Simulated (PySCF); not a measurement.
## Excited-state calculation, with input and output: C6H12Si

The run: excited-state calculation of C6H12Si, SMILES C=C1CCC[C@H]1[SiH3]. Method and program: TDDFT CAM-B3LYP/def2-SVPD, vertical, gas phase, core orbitals frozen in the response (PySCF 2.14.0).

The geometry comes from this level: GFN2-xTB. It belongs to a series of runs on one base structure; here: Si replaced by C.

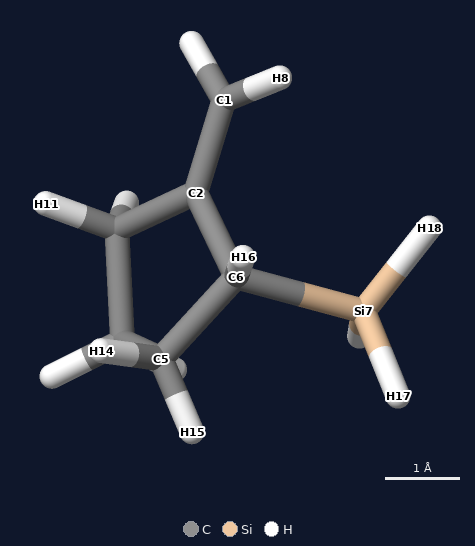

Figure 1. The structure as given in the input (stick view, seen at a tilt; atoms are numbered from 1 in the order of the input).

### Input
```
{"job": {"kind": "uv", "xc": "CAM-B3LYP", "basis": "def2-SVPD", "nstates": 8, "ntriplets": 3}, "charge": 0, "multiplicity": 1}
C     -1.601002     1.588783     0.433279
C     -0.903076     0.490767     0.194740
C     -1.328603    -0.617238    -0.732477
C     -0.111873    -1.538739    -0.827193
C      0.586153    -1.351534     0.517051
C      0.422205     0.144179     0.804412
Si     1.806694     1.205942     0.020460
H     -1.257381     2.340832     1.122995
H     -2.548032     1.775665    -0.044234
H     -1.648401    -0.238060    -1.703671
H     -2.174792    -1.149968    -0.289559
H      0.544918    -1.209447    -1.633655
H     -0.386885    -2.576546    -1.015130
H      0.070993    -1.937052     1.283330
H      1.628393    -1.670504     0.492039
H      0.413813     0.340438     1.880007
H      3.084272     0.789989     0.607220
H      1.544099     2.614378     0.311799
H      1.848702     1.007367    -1.428872
```

The first line tells a small driver script what to run in PySCF; the rest is the geometry in Å.

Command:
```bash
OMP_NUM_THREADS=1 python <driver script> task.json out
```

### The program's output
```
coarse grid: 15584 points
cycle   1  E = -524.8175555258  dE =  8.988e-01  |g| = 3.277e-01  |ddm| = 8.229e+00
cycle   2  E = -524.8345298565  dE = -1.697e-02  |g| = 2.455e-01  |ddm| = 1.338e+00
cycle   3  E = -524.8504667279  dE = -1.594e-02  |g| = 3.283e-02  |ddm| = 5.632e-01
cycle   4  E = -524.8507927046  dE = -3.260e-04  |g| = 8.373e-03  |ddm| = 1.218e-01
cycle   5  E = -524.8508091100  dE = -1.641e-05  |g| = 3.243e-03  |ddm| = 3.582e-02
cycle   6  E = -524.8508117092  dE = -2.599e-06  |g| = 6.487e-04  |ddm| = 7.308e-03
final grid: 143640 points
cycle   7  E = -524.9388130697  dE = -4.464e-05  |g| = 3.090e-03  |ddm| = 1.475e-01
cycle   8  E = -524.9388139217  dE = -8.520e-07  |g| = 2.674e-03  |ddm| = 1.760e-02
cycle   9  E = -524.9388157737  dE = -1.852e-06  |g| = 2.345e-04  |ddm| = 5.541e-03
cycle  10  E = -524.9388157808  dE = -7.117e-09  |g| = 2.110e-04  |ddm| = 1.186e-03
cycle  11  E = -524.9388157915  dE = -1.072e-08  |g| = 2.299e-05  |ddm| = 4.108e-04
cycle  12  E = -524.9388157917  dE = -1.710e-10  |g| = 8.217e-06  |ddm| = 7.666e-05
```

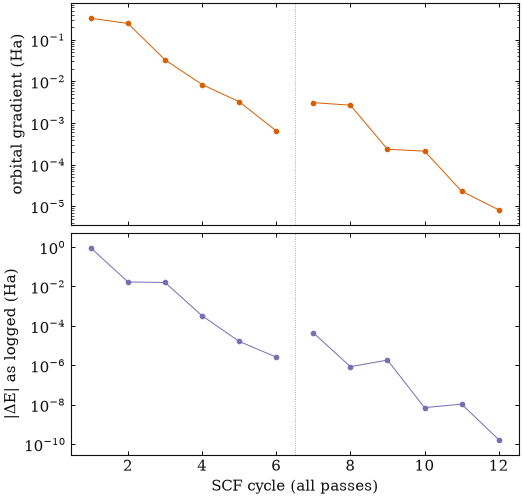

Figure 2. Convergence of the self-consistent field: orbital gradient and size of the energy change against the SCF cycle. The dotted line marks the change from a coarse to the final integration grid. The first 6 cycles use a coarse grid, the final grid takes over at cycle 7, and the field converges after 12 cycles in all.

```
converged SCF energy = -524.9388157917

Static polarisability (au): isotropic 94.384, principal 79.759 98.398 104.996

Singlet excitations
state   eV       nm        f      main configurations
  1   6.3316    195.8   0.22919   H->L 0.86
  2   6.4801    191.3   0.01193   H->L+1 0.79
  3   7.2812    170.3   0.00468   H->L+3 0.24, H->L+4 0.21, H->L+5 0.18
  4   7.3240    169.3   0.03147   H->L+2 0.48, H->L+3 0.30
  5   7.4848    165.6   0.00889   H->L+4 0.48, H->L+3 0.18, H->L+6 0.12
  6   7.5933    163.3   0.01371   H->L+5 0.52, H->L+6 0.29
  7   7.6993    161.0   0.03392   H-2->L 0.35, H-1->L 0.27, H-2->L+1 0.10
  8   7.7774    159.4   0.06148   H->L+6 0.29, H->L+7 0.22, H->L+4 0.13

Triplet excitations (Tamm-Dancoff, eV): 4.0984 6.3341 7.0675
```

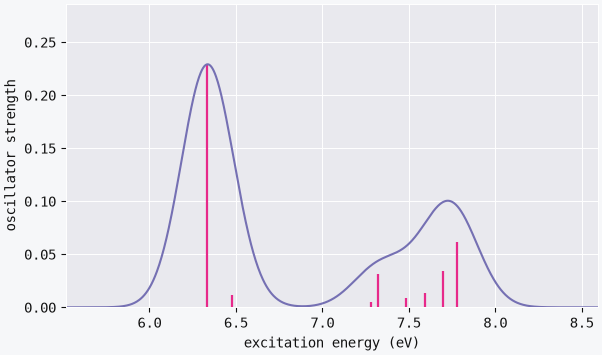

Figure 3. Computed excitations as sticks (degenerate states added up, dark ones marked on the axis), with a Gaussian envelope of 0.35 eV full width at half maximum, scaled to the tallest. Of the 8 states the lowest lies at 6.33 eV (f = 0.229); the strongest line is at 6.33 eV, or 196 nm (f = 0.229).

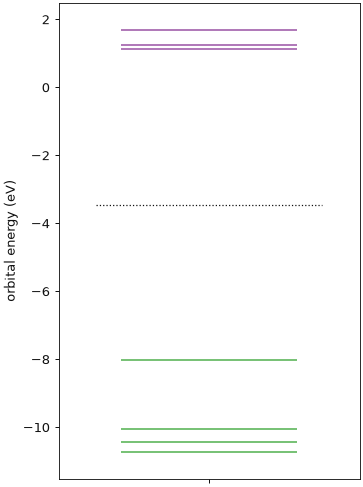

Figure 4. Orbital energies near the frontier; the dotted line parts filled from empty levels, and levels within 0.02 eV of each other stand side by side. Highest filled −8.03 eV, lowest empty 1.12 eV, 9.15 eV apart.

### Results in brief

- outcome: converged
- total energy: −524.938816 hartree
- HOMO: −8.03 eV
- LUMO: 1.12 eV
- dipole moment: 0.85 D
- mean polarisability: 94.38 a.u.
- lowest singlet excitation: 6.33 eV
- hardware: 1 CPU thread, shared host
- wall time: 61 s
- peak memory: 1.1 GiB
